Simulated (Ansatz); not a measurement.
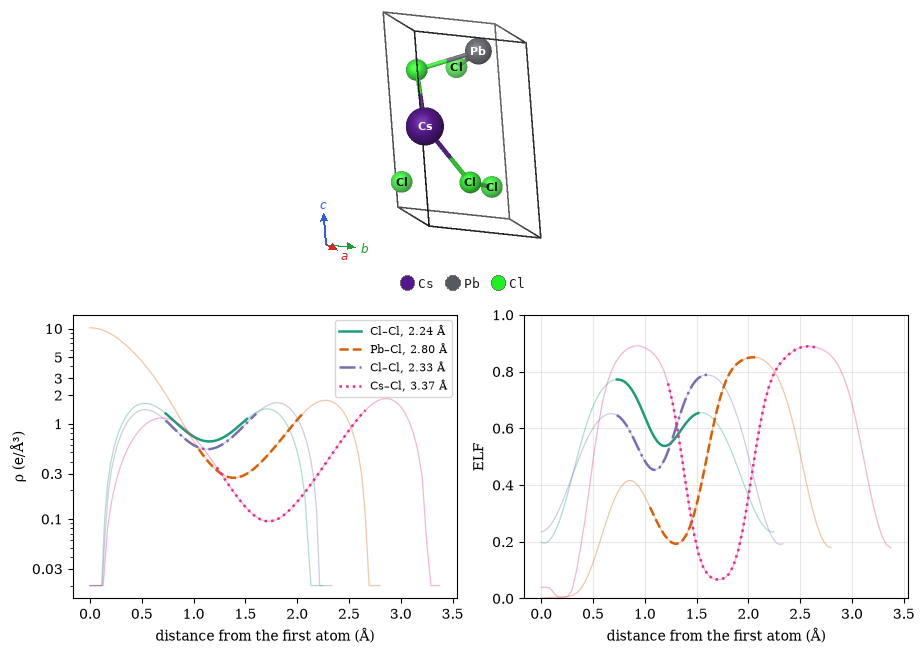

Figure. CsPbCl₅. Valence electron density and ELF along straight lines between neighbouring atoms. Thin, pale parts lie inside the atomic spheres. The structure is drawn too.

Space group P1; a structure from a database of computed crystals, not necessarily the ambient phase; started from the SiSnPd5-123 prototype, which need not be the ambient phase; changed on purpose from its base cell (shaken).

Method: Ansatz 0.2.0, DFT, PBEsol, plane waves, PAW.

The density is the valence pseudo-density of a PAW calculation; it isn't the true density close to the nuclei.

```cif
data_structure
_symmetry_space_group_name_H-M 'P 1'
_symmetry_Int_Tables_number 1
_cell_length_a 5.2670
_cell_length_b 5.2798
_cell_length_c 8.7949
_cell_angle_alpha 97.883
_cell_angle_beta 106.354
_cell_angle_gamma 91.637
_cell_volume 231.88
loop_
_atom_site_label
_atom_site_type_symbol
_atom_site_fract_x
_atom_site_fract_y
_atom_site_fract_z
_atom_site_occupancy
Cs1 Cs 0.96691 0.03826 0.51033 1
Pb1 Pb 0.67954 0.65002 0.90559 1
Cl1 Cl 0.08940 0.02675 0.13989 1
Cl2 Cl 0.58870 0.10500 0.76662 1
Cl3 Cl 0.09141 0.59906 0.76271 1
Cl4 Cl 0.40940 0.75176 0.18914 1
Cl5 Cl 0.74693 0.46975 0.22780 1
```

> What can be read from the curves?

Cl–Cl (2.24 Å): ρ is about 0.66 e/Å³ halfway; the ELF peaks at about 0.75 in the valence shell of Cl, 0.7 Å from its nucleus, and drops to about 0.55 between the two atoms.
Pb–Cl (2.80 Å): the density is about 0.27 e/Å³ at the midpoint; the ELF peaks at about 0.85 in the valence shell of Cl, 0.7 Å from its nucleus, and drops to about 0.20 between the two atoms.
Cl–Cl (2.33 Å): the density is about 0.54 e/Å³ at the midpoint; the ELF peaks at about 0.80 in the valence shell of Cl, 0.7 Å from its nucleus, and drops to about 0.45 between the two atoms.
Cs–Cl (3.37 Å): the density is about 0.1 e/Å³ at the midpoint; the ELF is about 0.05 at the midpoint; a closed-shell, largely ionic contact.
